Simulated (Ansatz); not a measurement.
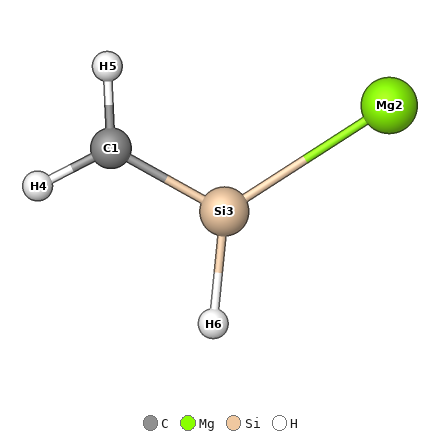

The system is CH3MgSi, spin multiplicity 2; the picture shows the reference structure. First axis: bond length C1–Si3. Second axis: bond length C1–H5. Nothing is relaxed (all other coordinates rigid). The scan uses an 11 × 11 grid. At 13 points there is no value. Energies are in kcal/mol, from the relaxed molecule at the same level. These are results of UKS PBE-D4/def2-SVP in Ansatz 0.2.0, not measurements.

Its coordinates:

```csv
atom,x (Å),y (Å),z (Å)
C,-0.5049,0.3391,-0.7864
Mg,1.2831,-2.4293,1.0534
Si,0.3541,0.0009,0.6959
H,-0.9324,1.3276,-1.0301
H,-0.6621,-0.4328,-1.5588
H,0.4623,1.1944,1.6260
```

Range: bond length C1–Si3 from 1.467 to 2.270 Å; bond length C1–H5 from 0.905 to 1.655 Å.

Predict the map.

Answer. The lowest grid point is at bond length C1–Si3 = 1.708 Å, bond length C1–H5 = 1.130 Å, 0.8 kcal/mol from the relaxed molecule at the same level. No other kind of well shows on this grid. The highest grid point, bond length C1–Si3 = 2.270 Å, bond length C1–H5 = 1.655 Å, lies 89 kcal/mol above the lowest. Round the minimum the two coordinates are nearly uncoupled.

```
bond length C1–H5 ↓, bond length C1–Si3 →  1.467  1.547  1.628  1.708  1.788  1.868  1.949  2.029  2.109  2.190  2.270
                                    1.655     88     65     52     47     47     51     57     65     73     82     90
                                    1.580     80      –     44      –     39     43     49      –     65      –     82
                                    1.505     72     49     36     31     31     35     41     49     57     65     74
                                    1.430     65      –     28      –     23      –     33     41     49     58     66
                                    1.355     57     34     21     16     16     20     26     33     42     50     58
                                    1.280     51     27     14      –      9     13     19      –     35      –     51
                                    1.205     45     22      9      4      4      7     14     21     29     38     46
                                    1.130     42     19      6      1      1      –     10     18     26      –     43
                                    1.055     43     20      7      2      2      5     11     19     27     35     44
                                    0.980     50     26     13      –      8     12     18     25     34     42     50
                                    0.905     65     41     28     23     23     27     33     41     49     57     66
```

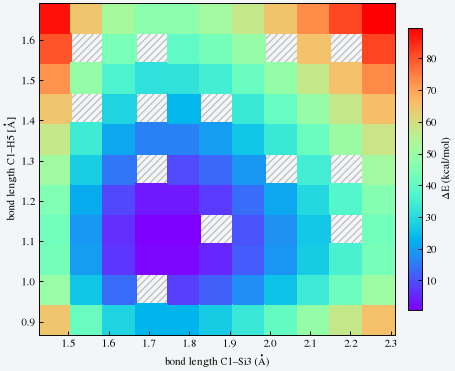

The picture shows one coloured cell a grid point, hatched blanks where no value was computed.

Time for the 108 points that were run: 14 min on 1 thread of Arm Neoverse V2, with other jobs on the host.
